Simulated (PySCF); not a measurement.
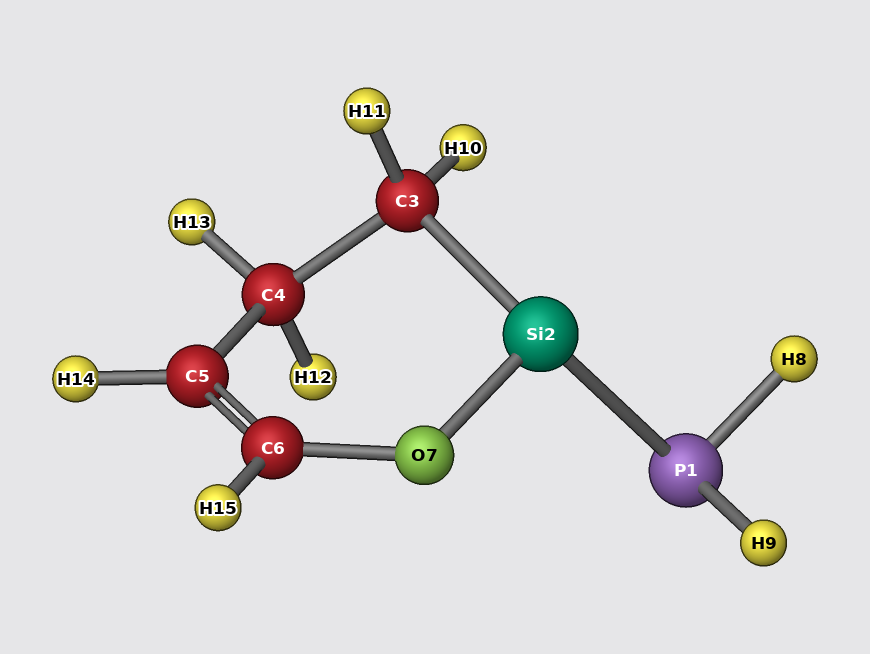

The questions are on Mulliken spin populations. Charge 0, doublet. The computed structure is the end point of a GFN2-xTB optimisation. No frequency run is at hand to confirm it as a minimum. Properties computed with UKS B3LYP, pcH-1 on C H O P Si, non-relativistic (PySCF 2.14.0).

List the Mulliken spin populations.

```csv
atom,value (e)
P1,0.16
Si2,0.73
C3,0.04
C4,0.01
C5,0.04
C6,−0.02
O7,0.03
H8,0.00
H9,0.00
H10,0.00
H11,0.00
H12,0.00
H13,0.01
H14,0.00
H15,0.00
```

Mulliken values depend strongly on the basis set. The geometry is semi-empirical. Around P, Si such bond lengths and angles can be off by a tenth of an ångström or more and by several degrees, and values that hang on the shape move with them.
